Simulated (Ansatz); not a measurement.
**CH₄S₂Si: small, medium and large basis sets**

How large a basis does CH₄S₂Si need? Two functionals are run in growing sets.

The runs use Ansatz 0.2.0, Gaussian basis; one geometry, several basis sets.

The runs, in order: PBE0-D4/def2-SVP; ωB97M-V/def2-SVP; PBE0-D4/def2-QZVPP; ωB97M-V/def2-QZVPP; the functionals' def2-TZVPP values are taken from earlier runs.

## 1. Structure used throughout

All runs share one geometry, relaxed beforehand with PBE0-D4 in a triple-zeta def2 set.

SMILES `C1[SiH2]SS1`, 8 atoms, charge 0, spin multiplicity 1.

Atoms are counted from 1 here; the program's logs count them from 0.

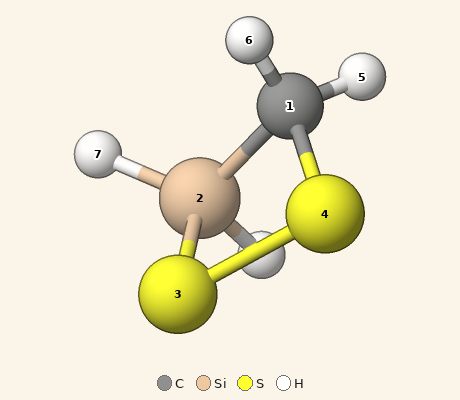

The geometry (carbon grey, silicon light orange, sulfur yellow, hydrogen white); atoms are numbered from 1 in the order of the file.

## 2. PBE0-D4 in def2-SVP

in.yaml reads:

```yaml
crystal:
  periodic: [false, false, false]
  atoms:
    - {symbol: C, position_ang: [-0.513568, 0.770941, -0.338988]}
    - {symbol: Si, position_ang: [0.283573, -0.571450, 0.699506]}
    - {symbol: S, position_ang: [1.684464, -0.929757, -0.879208]}
    - {symbol: S, position_ang: [0.062144, -0.013836, -1.887464]}
    - {symbol: H, position_ang: [-1.602032, 0.823689, -0.319383]}
    - {symbol: H, position_ang: [-0.077891, 1.764774, -0.224590]}
    - {symbol: H, position_ang: [0.911988, -0.198744, 1.993967]}
    - {symbol: H, position_ang: [-0.656577, -1.702716, 0.900460]}
basis:
  gaussian: {orbitals: def2-SVP}
hamiltonian: {xc: pbe0, dispersion: d4}
output: {orbitals: {seedname: orbitals}}
```

Command:

```sh
ansatz run in.yaml --threads 2 --pin off --events-out ev --progress --plain --max-ram 4352MiB
```

After this run come: ωB97M-V in def2-SVP; PBE0-D4 in def2-QZVPP; ωB97M-V in def2-QZVPP.

Before running them: what should the planned runs give, taken together? Wanted: PBE0-D4: double and triple zeta above quadruple; ωB97M-V: double and triple zeta above quadruple.

The runs gave:

```
                                       quantity           value
PBE0-D4: double and triple zeta above quadruple  12.75, 0.99 eV
ωB97M-V: double and triple zeta above quadruple  12.70, 0.93 eV
```

What this shows: For PBE0-D4 the step from double to triple zeta gains 11.76 eV and the next only 0.99 eV. These are total energies; as a rule much of such shifts cancels in differences, which this series doesn't test. The LUMO of ωB97M-V is positive and keeps falling with the basis (0.89 to 0.31 eV): an unbound level that the basis holds in place.
